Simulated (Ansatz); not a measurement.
The end point of a relaxation of SnS. Space group Pnma (No. 62), AFLOW prototype AB_oP8_62_c_c (B29, as in SnS). These are PBEsol (plane waves to 420 eV, PAW, scalar-relativistic; Ansatz, a program for electronic structure) values and carry that method's errors.

Space group Pnma (No. 62); a = 11.0992 Å, b = 3.9842 Å, c = 4.2358 Å, α = β = γ = 90.00°

```csv
atom,site,symmetry,x,y,z
Sn,4c,.m.,0.3815,0.2500,0.3898
S,4c,.m.,0.1468,0.2500,0.4757
```

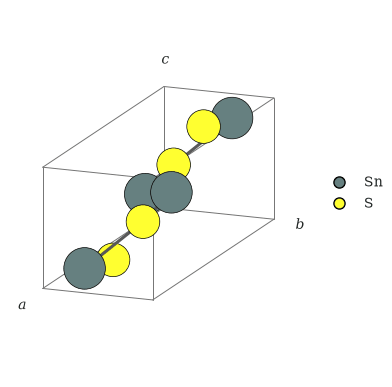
Figure: The conventional cell of the relaxed structure

```yaml
volume_per_atom: 23.41 Å³
band_gap: 0.62 eV, indirect (valence top at 83 % of the way from Γ to Z, conduction bottom at 33 % of the way from Y to Γ) (no spin-orbit coupling)
smallest_direct_gap: 0.79 eV at 33 % of the way from Y to Γ
shortest_distances: S–Sn 2.63 Å; Sn–Sn 3.43 Å
k-mesh: 3×8×8
```

Band energies at high-symmetry points (eV from the VBM; labels of this space group; no spin-orbit coupling), from −5 eV up to 2.1 eV:

```json
[
 {"point": "Γ", "energies": "-4.82 -4.82 -3.78 -3.75 -3.71 -3.32 -3.25 -2.66 -2.27 -2.05 -1.37 -0.89 -0.73 0.66"},
 {"point": "X", "energies": "-4.86 -4.86 -4.48 -4.48 -3.61 -3.61 -3.18 -3.18 -2.49 -2.49 -2.30 -2.30 -0.77 -0.77"},
 {"point": "S", "energies": "-3.19 -3.19 -3.19 -3.19 -2.50 -2.50 -2.50 -2.50 -1.09 -1.09 -1.09 -1.09 1.51 1.51 1.51 1.51"},
 {"point": "Y", "energies": "-3.98 -3.98 -2.65 -2.65 -2.61 -2.61 -2.14 -2.14 -1.12 -1.12 -0.86 -0.86 1.03 1.03 1.64 1.64 1.90 1.90"},
 {"point": "Z", "energies": "-4.08 -4.08 -2.54 -2.54 -2.23 -2.23 -1.89 -1.89 -1.03 -1.03 -0.17 -0.17 1.34 1.34 1.79 1.79 1.82 1.82"},
 {"point": "U", "energies": "-3.22 -3.22 -2.98 -2.98 -2.53 -2.53 -2.24 -2.24 -0.80 -0.80 -0.08 -0.08 1.23 1.23 1.74 1.74 1.85 1.85"},
 {"point": "R", "energies": "-4.17 -4.17 -4.17 -4.17 -1.84 -1.84 -1.84 -1.84"},
 {"point": "T", "energies": "-4.83 -4.83 -4.08 -4.08 -3.58 -3.58 -2.63 -2.63 -1.67 -1.67"}
]
```

No spin polarisation in the result.

The run could not lose the symmetry of its start.
